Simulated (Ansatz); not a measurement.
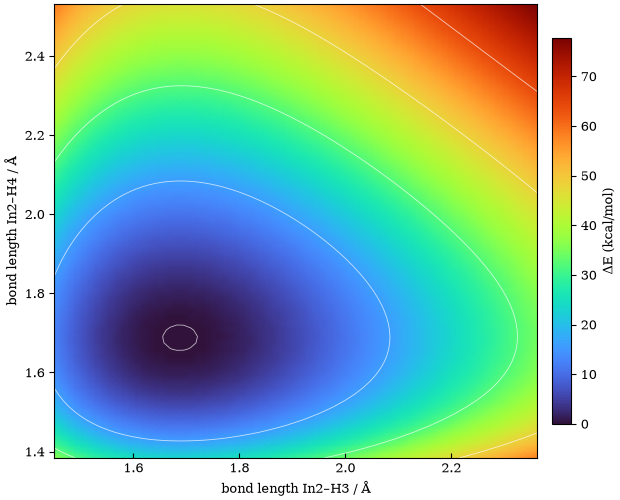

FH₂In, SMILES [F][InH2]. First axis: bond length In2–H3. Second axis: bond length In2–H4. Nothing is relaxed (all other coordinates rigid). Grid: 15 × 15 points. Points are written as (first, second). All energies are given in kcal/mol relative to the lowest grid point. The restricted reference is unstable at some or all points, so the energies there are unreliable. Level of theory: RHF-MP2, frozen core/def2-TZVP in Ansatz.

Drawn: a smooth colour map with a few white contour lines. Between grid points the surface is interpolated.

The lowest grid point is at (1.711 Å, 1.711 Å). It is the only kind of minimum in the scanned range. The highest grid point, (2.362 Å, 2.531 Å), lies 77.7 kcal/mol above the lowest. Round the minimum the contours are nearly round: the two directions are equally stiff and uncoupled.

The level of theory is changed to RHF/def2-TZVP (Ansatz); with it change the reference geometry, relaxed at the new level; the new grid has 15 × 15 points, laid about the new relaxed structure. The reference is spin-restricted, which grows unreliable where a bond is stretched far.

How does the landscape change?

Answer. The minimum (interpolated where it lies between grid points) moves from about (1.687 Å, 1.687 Å) to about (1.714 Å, 1.714 Å). The curvature at the minimum changes by less than a tenth (about 14) eV/Å² along bond length In2–H3 and by less than a tenth (about 14) eV/Å² along bond length In2–H4.

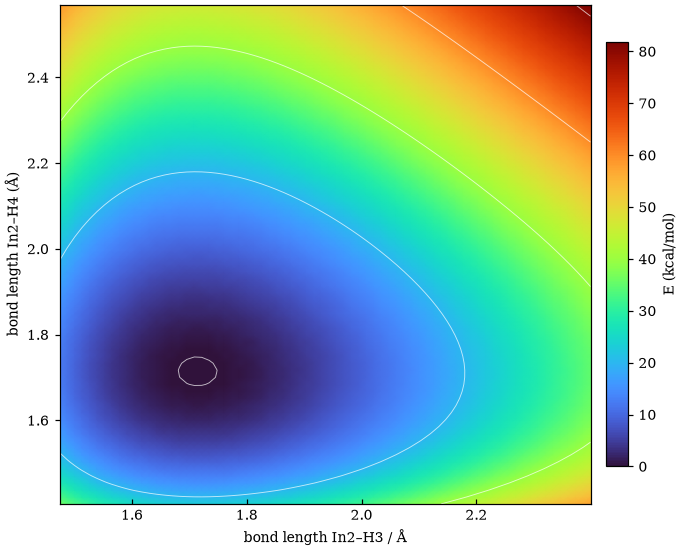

The map after the change, on a colour scale of its own. In the figure: a smooth colour map with a few white contour lines. Between grid points the surface is interpolated.
